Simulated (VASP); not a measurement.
Band structure of NaIn (space group Fd-3m). All values below come from PBEsol GGA, VASP's PBE PAW potentials (set 64) (plane waves; VASP).

Unless said otherwise, spin-orbit coupling is left out, though it shifts the bands of the heavy elements here.

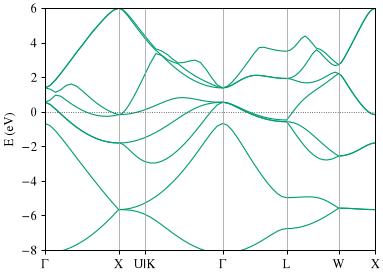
Fig. 1. Bands along high-symmetry lines, zero at the valence-band maximum or, without a gap, the Fermi level

Problem. Read the plot: is there a gap, and where are the band edges?

Solution. It has no gap at this level: it comes out as a metal or semimetal. (Edges off the drawn lines would not show.)

The structure comes from a computed database's NaIn entry (Fd-3m); how it stands against other phases isn't given here. The cell was not relaxed at this level.
